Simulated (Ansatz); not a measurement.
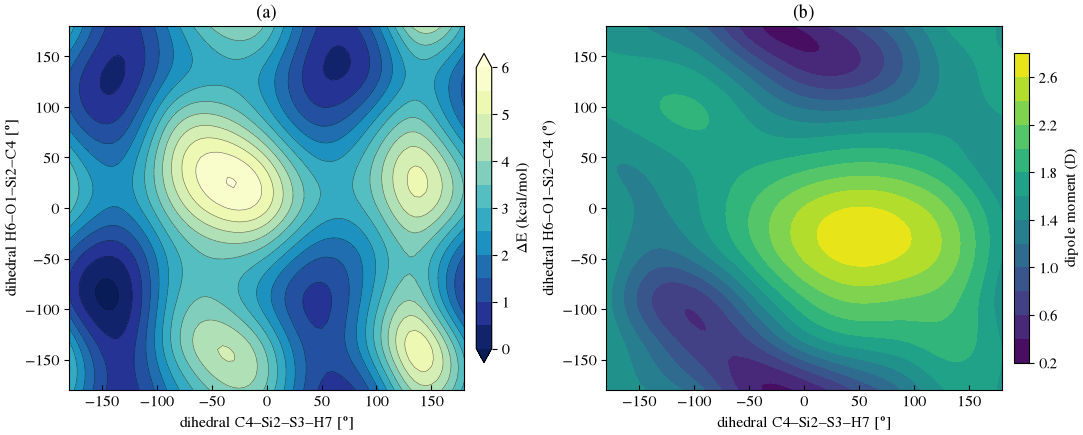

CH₆OSSi₂, SMILES O[Si]1(S)C[SiH2]1. The first coordinate is: dihedral C4–Si2–S3–H7; the second: dihedral H6–O1–Si2–C4. Nothing is relaxed (all other coordinates rigid). The scan uses an 8 × 8 grid. Points are written as (first, second). Energies are in kcal/mol, from the lowest grid point. Level of theory: RKS PBE-D4/def2-SVP (Ansatz 0.2.0).

Panel (a) is the energy and panel (b) the computed dipole moment on the same grid.

The picture shows filled contours, one colour for all values above the top of the scale. Between grid points the surface is interpolated.

### How does the dipole moment vary over the map, and what is it at the lowest grid point?

Leaving out the highest fifth of the energies, it runs from 0.44 D at (−45°, −180°) to 2.69 D at (45°, −45°). At the lowest grid point, (−135°, −90°), it is 0.75 D.

```csv
"dihedral H6–O1–Si2–C4 ↓, dihedral C4–Si2–S3–H7 →",−180,−135,−90,−45,0,45,90,135
135,1.63,1.68,1.54,1.05,0.60,0.60,1.01,1.50
90,1.59,1.76,1.81,1.54,1.32,1.33,1.42,1.53
45,1.42,1.48,1.68,1.77,1.89,1.99,1.95,1.72
0,1.58,1.37,1.64,2.02,2.41,2.61,2.51,2.15
−45,1.61,1.15,1.40,1.94,2.45,2.69,2.60,2.28
−90,1.48,0.75,0.74,1.38,1.98,2.24,2.19,2.05
−135,1.59,1.06,0.63,0.80,1.35,1.65,1.76,1.89
−180,1.58,1.35,1.00,0.44,0.44,0.80,1.21,1.64
```
